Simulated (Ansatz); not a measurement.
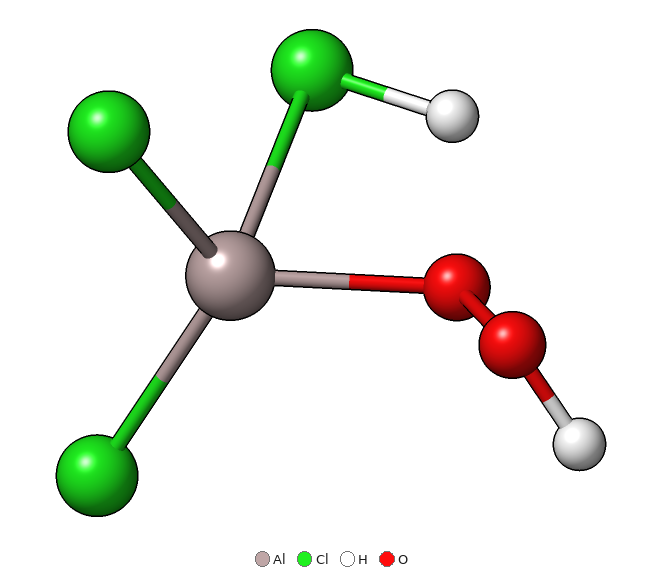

Sticks follow a distance rule. Harmonic vibrations computed with RKS PBE0-D4/def2-TZVP (Ansatz 0.2.0) at a stationary point of the same level.

Q: Is this a minimum or a saddle point?

A: A first-order saddle point: one imaginary frequency, 94i cm⁻¹.

Q: List the wavenumbers.

A: 18 modes: 94i, 64, 92, 123, 136, 185, 211, 279, 308, 428, 486, 612, 636, 736, 1025, 1393, 2392, 3803 cm⁻¹.
